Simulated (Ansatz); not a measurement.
Input file:

```
crystal:
  periodic: [false, false, false]
  atoms:
    - {symbol: C, position_ang: [-0.049928, 0.895404, -1.375737]}
    - {symbol: Se, position_ang: [1.105519, 0.737965, 0.178490]}
    - {symbol: C, position_ang: [0.132411, -0.634494, 1.051574]}
    - {symbol: N, position_ang: [0.512072, -1.093980, 2.159946]}
    - {symbol: H, position_ang: [0.393847, 1.660838, -2.010736]}
    - {symbol: H, position_ang: [-1.048828, 1.211440, -1.080814]}
    - {symbol: H, position_ang: [-0.085120, -0.044692, -1.923186]}
    - {symbol: H, position_ang: [-0.755067, -0.955521, 0.491010]}
    - {symbol: H, position_ang: [-0.116406, -1.823160, 2.492254]}
basis:
  gaussian: {orbitals: def2-TZVPP}
hamiltonian: {xc: pbe0, dispersion: d4}
output: {orbitals: {seedname: orbitals}}
```

Run with:

```sh
ansatz run in.yaml --threads 4 --pin off --events-out ev --progress --plain --max-ram 10444MiB
```

Geometry: PBE0-D4/def2-TZVP.

The calculation used RKS PBE0-D4/def2-TZVPP (Ansatz).

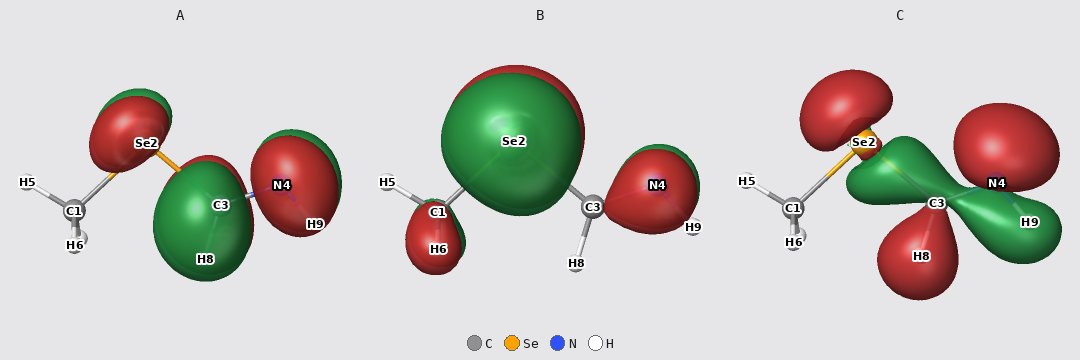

C2H5NSe (SMILES C[Se]C=N). Three frontier orbitals at ±0.1 Å⁻³ᐟ² (green and red are the two phases), in no order.

Q: Which picture is the HOMO−1, the HOMO and the LUMO?

A: C is the HOMO−1 (−7.62 eV). It lies mainly on N4 (about 55 %), Se2 (about 15 %), C3 (about 15 %), H8 (about 10 %) and H9 (about 5 %). B is the HOMO (−6.52 eV). Its weight (Hirshfeld) is mainly on Se2 (about 70 %) and N4 (about 15 %); largely a lone pair of Se2. A is the LUMO (−0.35 eV). Its weight (Hirshfeld) is mainly on C3 (about 40 %), N4 (about 35 %), Se2 (about 15 %) and H8 (about 5 %); π-antibonding (π*) across C3–N4.

Q: What is the HOMO–LUMO gap?

A: 6.17 eV between the orbital energies.
